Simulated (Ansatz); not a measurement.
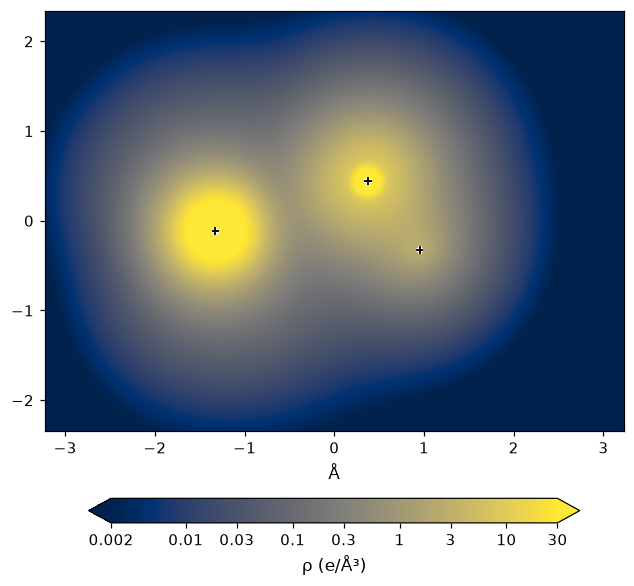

The electron density on a plane through atoms (crosses mark nuclei in the plane).

These are results of RKS PBE0-D4/def2-TZVPPD (Ansatz), not measurements.

Candidates:
A. CuHO
B. NH$_{3}$···H$_{2}$S (SMILES N.S)

Which system is this?

Candidate A: CuHO on the molecular plane, which holds Cu, O and H. Cu–O (1.78 Å): ρ at the midpoint is about 0.93 e/Å³. O–H (0.96 Å): the density is about 3.7 e/Å³ at the midpoint.
